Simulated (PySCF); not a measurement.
# C₅H₁₀B₂Si: electronic excitations

Wanted: the electronic excitations of C₅H₁₀B₂Si (`[SiH3]CC1=CBC=CB1`), by calculation.

Programs: PySCF 2.14.0, with density-fitted response routines of our own. Each step states its level of theory. These are calculated values for one molecule in the gas phase, unless marked as measured. Atoms are numbered from 0 throughout.

## Step 1: The starting structure

18 atoms, charge 0, multiplicity 1; geometry from: GFN2-xTB.

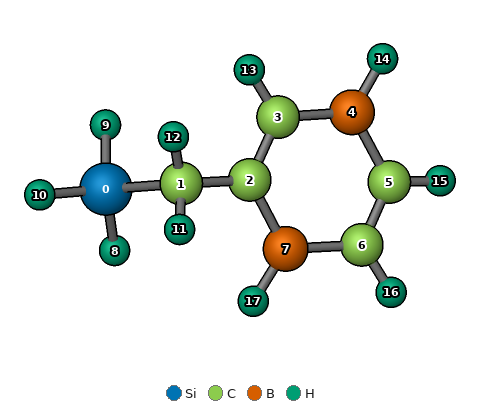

As it starts; silicon blue, carbon green, boron orange, hydrogen teal, atoms numbered.

## Step 2: Excited states and response: CAM-B3LYP/def2-SVPD

Job settings and geometry (Å):

```
{"job": {"kind": "uv", "xc": "CAM-B3LYP", "basis": "def2-SVPD", "nstates": 8, "ntriplets": 3}, "charge": 0, "multiplicity": 1}
Si    -2.679572    -0.291562    -0.676613
C     -1.591981     0.490965     0.688023
C     -0.152806     0.281548     0.363467
C      0.534984     1.194322    -0.366615
B      2.049828     1.064505    -0.582573
C      2.748751    -0.251950    -0.122837
C      2.079793    -1.170199     0.600788
B      0.541998    -1.063653     0.739519
H     -2.386931    -1.718551    -0.807906
H     -2.407265     0.388743    -1.944109
H     -4.085044    -0.105559    -0.302494
H     -1.841629     0.035038     1.646814
H     -1.828452     1.555749     0.747639
H     -0.001739     2.083074    -0.694214
H      2.688882     1.975598    -0.955560
H      3.806961    -0.411042    -0.315708
H      2.616677    -2.040193     0.971539
H     -0.101217    -2.010515     0.999184
```

Level: TDDFT CAM-B3LYP/def2-SVPD, vertical, gas phase, core orbitals frozen in the response.

Launch:

```bash
> OMP_NUM_THREADS=1 python probes_run.py task.json out
```

One launch serves the whole session: the jobs run in the order shown.

Log:

```text
coarse grid: 15432 points
cycle   1  E = -535.1441576052  dE =  9.725e-01  |g| = 3.578e-01  |ddm| = 8.788e+00
cycle   2  E = -535.1656290380  dE = -2.147e-02  |g| = 2.737e-01  |ddm| = 2.255e+00
cycle   3  E = -535.1856248836  dE = -2.000e-02  |g| = 5.532e-02  |ddm| = 8.203e-01
cycle   4  E = -535.1862366484  dE = -6.118e-04  |g| = 3.671e-02  |ddm| = 2.336e-01
cycle   5  E = -535.1865929065  dE = -3.563e-04  |g| = 4.127e-03  |ddm| = 8.660e-02
cycle   6  E = -535.1866005474  dE = -7.641e-06  |g| = 1.786e-03  |ddm| = 1.677e-02
final grid: 144104 points
cycle   7  E = -535.2755493956  dE = -3.951e-05  |g| = 4.098e-03  |ddm| = 1.562e-01
cycle   8  E = -535.2755499098  dE = -5.141e-07  |g| = 4.177e-03  |ddm| = 2.405e-02
cycle   9  E = -535.2755545707  dE = -4.661e-06  |g| = 6.143e-04  |ddm| = 9.845e-03
cycle  10  E = -535.2755547002  dE = -1.295e-07  |g| = 3.038e-04  |ddm| = 1.569e-03
cycle  11  E = -535.2755547575  dE = -5.734e-08  |g| = 6.994e-05  |ddm| = 1.315e-03
cycle  12  E = -535.2755547683  dE = -1.085e-08  |g| = 5.037e-05  |ddm| = 5.444e-04
cycle  13  E = -535.2755547713  dE = -2.962e-09  |g| = 1.517e-05  |ddm| = 3.619e-04
cycle  14  E = -535.2755547715  dE = -2.053e-10  |g| = 6.593e-06  |ddm| = 7.583e-05
converged SCF energy = -535.2755547715

Static polarisability (au): isotropic 110.770, principal 80.936 108.402 142.973

Singlet excitations
state   eV       nm        f      main configurations
  1   2.6902    460.9   0.00824   H->L 0.95
  2   3.6563    339.1   0.00242   H-1->L 0.93
  3   4.4359    279.5   0.00121   H-3->L 0.88
  4   4.7279    262.2   0.02077   H-4->L 0.73, H-2->L 0.10
  5   5.0308    246.5   0.17428   H-2->L 0.80, H-4->L 0.10
  6   5.5617    222.9   0.00127   H-7->L 0.59, H-6->L 0.10, H-5->L 0.10
  7   6.3517    195.2   0.18575   H->L+2 0.38, H-8->L 0.21, H->L+1 0.18
  8   6.4357    192.7   0.08975   H->L+3 0.47, H->L+2 0.16, H-8->L 0.14

Triplet excitations (Tamm-Dancoff, eV): 1.8742 3.1681 3.2505
```

It took 1.9 min on 1 thread of Arm Neoverse N1, shared host; peak memory 1.2 GiB.

Frontier orbitals and where they lie:

```csv
orbital,eV,atoms
HOMO−3,-10.47,"B4 20 %, H14 15 %, C3 12 %"
HOMO−2,-10.04,"C5 26 %, C6 26 %, B4 8 %"
HOMO−1,-9.68,"C3 13 %, B7 13 %, C2 13 %"
HOMO,-8.28,"C3 25 %, C2 19 %, C6 12 %"
LUMO,-2.25,"B7 21 %, B4 19 %, C5 13 %"
LUMO+1,1.02,"B7 21 %, Si0 14 %, B4 13 %"
LUMO+2,1.10,"B4 19 %, B7 14 %, C2 13 %"
```

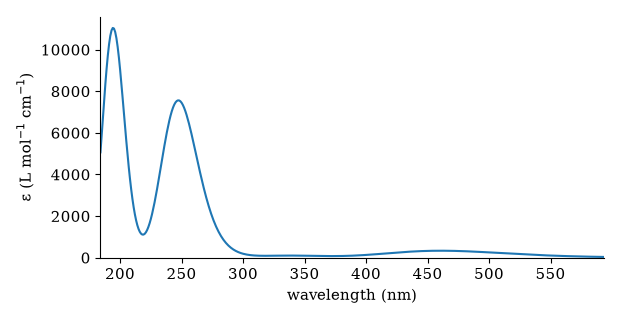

Absorption spectrum: each of the 8 states is a Gaussian band of 0.4 eV half-width at 1/e. Beyond the last state computed it falls off for lack of states.

Ground-state properties from the same run:

| property | computed |
| --- | --- |
| dipole moment (D) | 0.73 |
| polarisability (Å³) | 16.41 |
| HOMO–LUMO gap (eV) | 6.03 |
| −ε(HOMO) (eV) | 8.28 |

## Step 3: Results

| quantity | value |
| --- | --- |
| lowest singlet (CAM-B3LYP/def2-SVPD) | 2.69 eV (461 nm), f = 0.008 |
| brightest single state of those computed | state 7, 6.35 eV, f = 0.186 |
| lowest triplet | 1.87 eV |

The first singlet state (HOMO→LUMO 0.95) lies at 2.69 eV and is weak; of the 8 states computed, the strongest absorption comes from state 7 at 6.35 eV (the last state computed is bright too, and its partners may lie past the list). The lowest triplet lies 0.82 eV below the lowest singlet (triplets in Tamm-Dancoff, singlets in full TDDFT).
